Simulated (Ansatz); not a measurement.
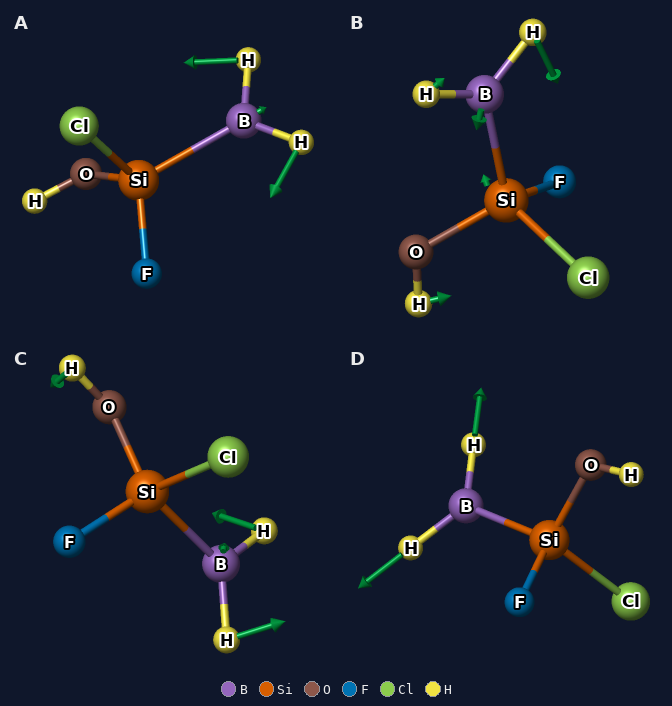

4 normal modes of one molecule or complex, as arrows. Harmonic vibrations computed with RKS PBE0-D4/def2-TZVP (Ansatz 0.2.0) at a stationary point of the same level.

Match the panels to the wavenumbers 193 cm⁻¹, 662 cm⁻¹, 1167 cm⁻¹, 2611 cm⁻¹.

A: 1167 cm⁻¹, angle bending
B: 662 cm⁻¹
C: 193 cm⁻¹
D: 2611 cm⁻¹, in-phase stretching of 2 B–H bonds
